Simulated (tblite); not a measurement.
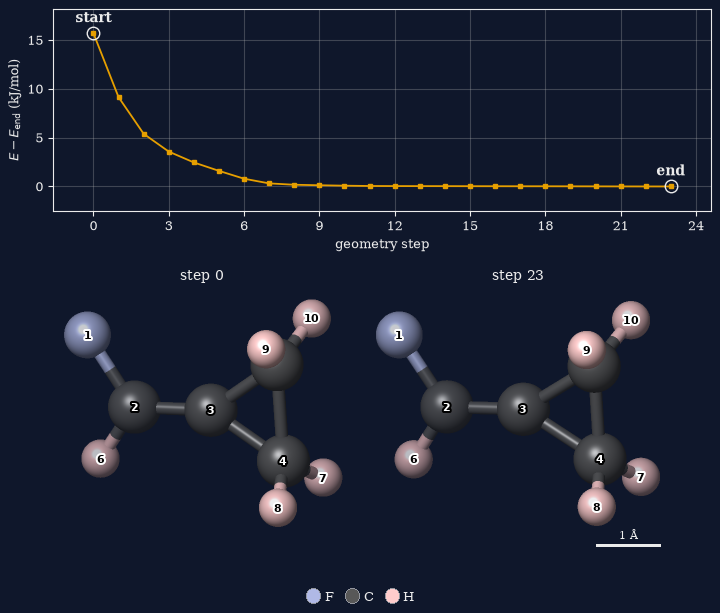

First and last geometry of a relaxation of C4H5F, with the history of the run. A ball-and-stick model, seen at a tilt.

All numbers below come from GFN2-xTB geometry optimisation, gas phase (tblite). 

**What do the curves and the structures tell?**

It converged. An H atom moves most after the best rigid fit: 0.075 Å. Largest moves by element: H 0.075 Å, F 0.073 Å, C 0.066 Å. Some distances before and after: C–C 1.564 → 1.513 Å, C–C 1.415 → 1.464 Å, C–H 1.067 → 1.081 Å, C–C 1.296 → 1.305 Å. Bond angles that change, for instance: C–C–C 67.0° → 62.2°, C–C–C 146.1° → 149.8°, H–C–H 116.7° → 113.5°. The energy falls by 15.7 kJ/mol in 23 geometry steps. The run took 0.13 s on 1 thread of Arm Neoverse N1, with other jobs on the host.
